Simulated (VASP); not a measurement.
Band structure of CuZn (CsCl type). Computed with vdW-DF-cx, VASP's PBE PAW potentials (set 64) (plane waves; VASP).

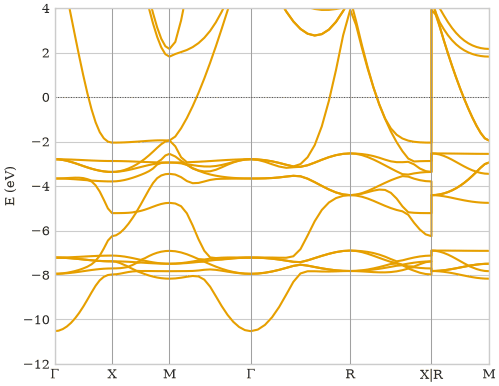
Fig. 1. Bands along high-symmetry lines, zero at the valence-band maximum or, without a gap, the Fermi level

### Question
Read the plot: is there a gap, and where are the band edges?

### Answer
It has no gap at this level: it comes out as a metal or semimetal. (Edges off the drawn lines would not show.)

The compound is CuZn in the CsCl type structure. It was relaxed first. The electron count is odd and the run is not spin-polarised, which forces a metal.
